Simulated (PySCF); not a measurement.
**Two runs on C5H2F2**

System: C5H2F2.
Method of the first run: GIAO wB97X-D/pcSseg-2 NMR shielding, non-relativistic, gas phase (PySCF 2.14.0).

The geometry comes from this level: PBE0-D3(BJ)/def2-SVP. Text and figures count atoms from 1; the logs count them from 0 in places.

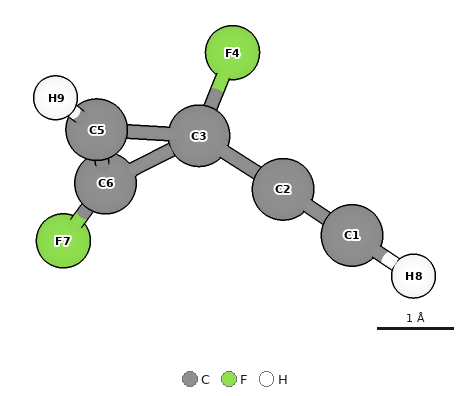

Figure 1. The input geometry (ball-and-stick view, seen at a tilt; atoms are numbered from 1 in the order of the input). Bond lengths as drawn: C–C 1.21 to 1.51 Å, C–F 1.30 to 1.37 Å and C–H 1.07 to 1.09 Å.

### Input, the first run
```
{"job": {"kind": "nmr", "xc": "wB97X-D", "basis": "pcSseg-2", "pop": false}, "charge": 0, "multiplicity": 1}
C      2.179120     0.796702    -0.128272
C      1.113425     0.234691    -0.239691
C     -0.174367    -0.424699    -0.347662
F     -0.150053    -1.363813    -1.346791
C     -1.476287     0.288730    -0.086845
C     -1.093526    -0.616864     0.760823
F     -1.322398    -1.275248     1.855674
H      3.126764     1.294665    -0.034218
H     -2.150875     1.050176    -0.467613
```

The first line tells a small driver script what to run in PySCF; the rest is the geometry in Å.

Command:
```bash
OMP_NUM_THREADS=1 python <driver script> task.json out
```

Hardware: 1 CPU thread, shared host.

### Output (the first run)
```
coarse grid: 8848 points
cycle   1  E = -391.1534130583  dE =  1.518e+00  |g| = 7.513e-01  |ddm| = 2.629e+00
cycle   2  E = -391.1413736484  dE =  1.204e-02  |g| = 8.758e-01  |ddm| = 8.378e-01
cycle   3  E = -391.2555339261  dE = -1.142e-01  |g| = 8.968e-02  |ddm| = 4.737e-01
cycle   4  E = -391.2567647172  dE = -1.231e-03  |g| = 4.478e-02  |ddm| = 1.146e-01
cycle   5  E = -391.2571915273  dE = -4.268e-04  |g| = 1.782e-02  |ddm| = 5.694e-02
cycle   6  E = -391.2572650925  dE = -7.357e-05  |g| = 3.835e-03  |ddm| = 2.147e-02
cycle   7  E = -391.2572690105  dE = -3.918e-06  |g| = 9.727e-04  |ddm| = 5.925e-03
final grid: 89992 points
cycle   8  E = -391.2617077737  dE = -1.929e-04  |g| = 1.227e-02  |ddm| = 9.684e-02
cycle   9  E = -391.2616985234  dE =  9.250e-06  |g| = 1.495e-02  |ddm| = 1.479e-02
cycle  10  E = -391.2617300084  dE = -3.148e-05  |g| = 5.881e-04  |ddm| = 7.383e-03
cycle  11  E = -391.2617300476  dE = -3.929e-08  |g| = 5.504e-04  |ddm| = 1.160e-03
cycle  12  E = -391.2617301142  dE = -6.656e-08  |g| = 1.317e-04  |ddm| = 5.981e-04
cycle  13  E = -391.2617301185  dE = -4.267e-09  |g| = 4.021e-05  |ddm| = 1.755e-04
cycle  14  E = -391.2617301190  dE = -4.853e-10  |g| = 1.716e-05  |ddm| = 7.676e-05
converged SCF energy = -391.2617301190

GIAO shielding tensors (ppm)
atom      isotropic    diamagn.    paramagn.     s11        s22        s33       span
  0 C      104.432     263.440    -159.008     34.643     42.677    235.977    201.334
  1 C       99.790     258.376    -158.586     -3.397      3.011    299.755    303.153
  2 C      112.570     242.854    -130.285     63.403     86.154    188.151    124.748
  3 F      313.680     468.728    -155.048    210.946    319.810    410.284    199.337
  4 C       88.361     262.018    -173.657      4.436     89.786    170.860    166.424
  5 C       26.522     257.476    -230.954    -86.717     71.627     94.656    181.373
  6 F      320.061     463.372    -143.310    182.760    279.771    497.653    314.893
  7 H       29.034      32.561      -3.527     24.427     24.709     37.965     13.538
  8 H       25.523      29.990      -4.467     23.760     24.346     28.461      4.701
```

The second run used a changed input.

### The two runs side by side

| quantity | the first run | the second run |
| --- | --- | --- |
| outcome | converged | converged |
| total energy (hartree) | −391.261730 | −391.193232 |
| HOMO (eV) | −9.82 | −9.10 |
| LUMO (eV) | 1.39 | 0.61 |
| dipole moment (D) | 2.13 | 2.26 |
| shielding of C1 (ppm) | 104.4 | 105.0 |
| shielding of C2 (ppm) | 99.8 | 101.8 |
| shielding of C3 (ppm) | 112.6 | 116.4 |
| shielding of F4 (ppm) | 313.7 | 319.3 |
| shielding of C5 (ppm) | 88.4 | 89.3 |
| shielding of C6 (ppm) | 26.5 | 28.9 |
| shielding of F7 (ppm) | 320.1 | 332.4 |
| SCF iterations | 14 | 13 |
| basis functions | 280 | 280 |
| wall time (shared host) | 38 s | 28 s |

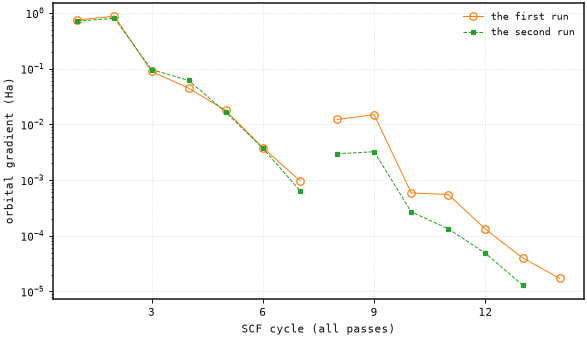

Figure 2. Convergence of the two runs: orbital gradient against the SCF cycle. A break in a curve parts two SCF passes (coarse and final grid). The first run takes 14 cycles in all, and the second run takes 13.

What was changed in the input?

The change (lines with − go, lines with + come):
```diff
-"xc": "wB97X-D"
+"xc": "BHandHLYP"
```

The total energies belong to different methods, so their difference says nothing on which is more stable or more accurate. The HOMO goes from −9.82 to −9.10 eV. The LUMO goes from 1.39 to 0.61 eV. The dipole moment goes from 2.13 to 2.26 D. Of all shieldings, the largest change is that of F7, by +12.3 ppm. The functional changes from wB97X-D to BHandHLYP. The SCF takes 13 iterations against 14.

### Output (the second run)
```
coarse grid: 8848 points
cycle   1  E = -391.0933121644  dE =  1.538e+00  |g| = 7.146e-01  |ddm| = 2.670e+00
cycle   2  E = -391.0858332670  dE =  7.479e-03  |g| = 8.056e-01  |ddm| = 8.323e-01
cycle   3  E = -391.1872748955  dE = -1.014e-01  |g| = 9.626e-02  |ddm| = 4.747e-01
cycle   4  E = -391.1884566423  dE = -1.182e-03  |g| = 6.161e-02  |ddm| = 1.266e-01
cycle   5  E = -391.1893276361  dE = -8.710e-04  |g| = 1.658e-02  |ddm| = 6.579e-02
cycle   6  E = -391.1893889982  dE = -6.136e-05  |g| = 3.730e-03  |ddm| = 2.021e-02
cycle   7  E = -391.1893923678  dE = -3.370e-06  |g| = 6.460e-04  |ddm| = 5.431e-03
final grid: 89992 points
cycle   8  E = -391.1932302428  dE = -2.744e-05  |g| = 2.967e-03  |ddm| = 2.745e-02
cycle   9  E = -391.1932300662  dE =  1.765e-07  |g| = 3.231e-03  |ddm| = 5.224e-03
cycle  10  E = -391.1932316401  dE = -1.574e-06  |g| = 2.687e-04  |ddm| = 2.113e-03
cycle  11  E = -391.1932316500  dE = -9.932e-09  |g| = 1.336e-04  |ddm| = 4.851e-04
cycle  12  E = -391.1932316537  dE = -3.707e-09  |g| = 4.861e-05  |ddm| = 1.854e-04
cycle  13  E = -391.1932316543  dE = -5.355e-10  |g| = 1.301e-05  |ddm| = 5.280e-05
converged SCF energy = -391.1932316543

GIAO shielding tensors (ppm)
atom      isotropic    diamagn.    paramagn.     s11        s22        s33       span
  0 C      105.049     262.708    -157.658     35.820     44.011    235.317    199.498
  1 C      101.813     256.385    -154.572     -1.899      5.096    302.241    304.140
  2 C      116.397     242.787    -126.390     67.072     91.085    191.034    123.962
  3 F      319.258     469.540    -150.282    213.421    327.084    417.270    203.850
  4 C       89.280     260.496    -171.216      2.772     92.276    172.792    170.020
  5 C       28.929     256.619    -227.690    -90.266     76.820    100.233    190.499
  6 F      332.374     464.233    -131.859    198.729    297.461    500.932    302.203
  7 H       29.022      32.792      -3.770     24.405     24.679     37.983     13.578
  8 H       25.542      30.005      -4.464     23.701     24.257     28.667      4.966
```
